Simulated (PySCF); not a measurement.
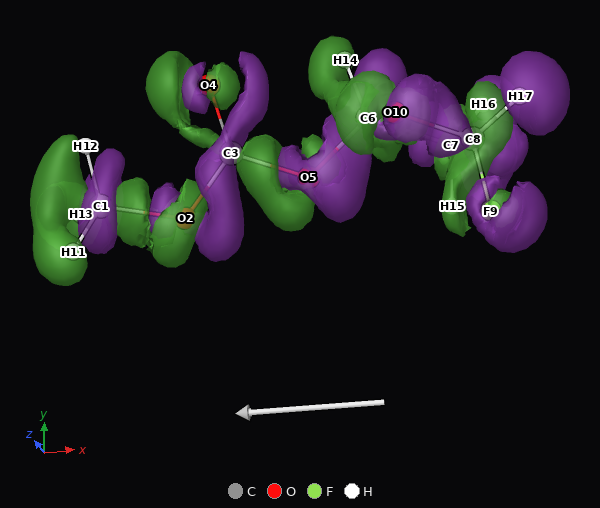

C5H7FO4, SMILES `COC(=O)O[CH]1C[CH](F)O1`. Change of the electron density in a uniform field of 0.10 V/Å along −x (arrow), surfaces at ±0.001 e/Å³ (purple: gain, green: loss).

Level of theory: M06-2X/6-31+G* (PySCF), at a geometry from GFN2-xTB. No frequency check shows the geometry to be a minimum. The basis has diffuse s and p functions alone, which still leaves polarisabilities too small, most of all across bonds.

Geometry (Å), atoms numbered from 1:

```
C1      -3.7273   -0.5947    0.1077
O2      -2.3592   -0.8069   -0.2320
C3      -1.5279    0.2014   -0.0302
O4      -1.8016    1.2784    0.4091
O5      -0.3016   -0.1853   -0.4390
C6       0.7588    0.6980   -0.2024
C7       1.9688    0.4153   -1.0984
C8       2.6566    0.0536    0.2193
F9       2.9945   -1.2618    0.3181
O10      1.5074    0.3628    0.9617
H11     -4.0827   -1.5089    0.5792
H12     -3.8213    0.2522    0.7888
H13     -4.2958   -0.3991   -0.8028
H14      0.3820    1.7263   -0.1478
H15      1.8209   -0.4391   -1.7524
H16      2.3753    1.2648   -1.6360
H17      3.5376    0.6257    0.5336
```

Q: How large is the response?

A: The induced dipole is 0.45 D (along the field); α along this axis, from the fields in both directions, is 88 bohr³ (13.0 Å³).

Q: Which atoms gain and lose the most charge?

A: Electrons gather most on H17 (Hirshfeld charge changes by −0.004 e) and leave H13 most (+0.003 e); 0.040 electrons are displaced in all.
